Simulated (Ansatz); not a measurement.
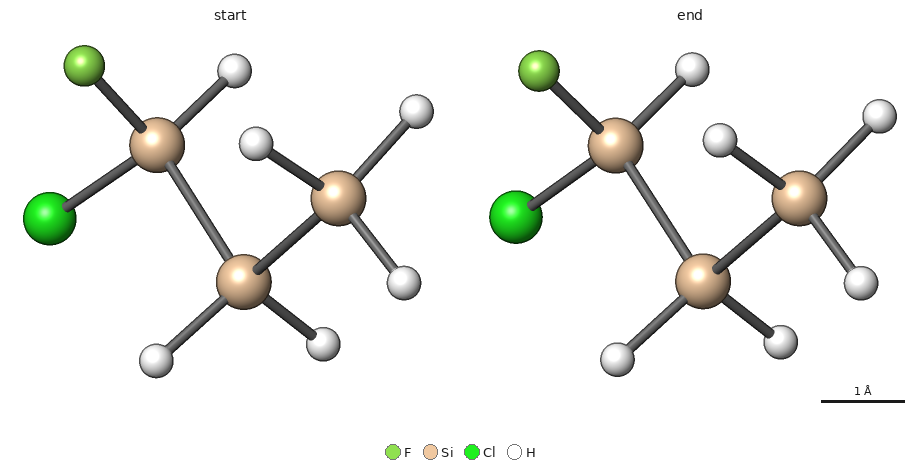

The structure of Si3H6ClF before (left) and after (right) a relaxation, at one scale.

The picture is a ball-and-stick view, seen from a free direction.

The start comes from PBE-D4/def2-SVP.

Method: Ansatz 0.2.0, RKS PBE0-D4/def2-TZVP. (force threshold 0.005 eV/Å; at most 150 steps)

### What changed between the two?

The energy falls by 1.37 kcal/mol in 11 geometry steps. Largest force component: 1.1 eV/Å at the start, 0.00052 eV/Å at the end. The atom that moves furthest after the best rigid fit is the F atom (0.097 Å). By element the largest moves are F 0.097 Å, Cl 0.084 Å, H 0.081 Å, Si 0.029 Å. Near-neighbour distances that change, for instance: F–Si 1.641 → 1.598 Å, Cl–Si 2.078 → 2.048 Å, H–Si 1.500 → 1.482 Å, Si–Si 2.345 → 2.337 Å.
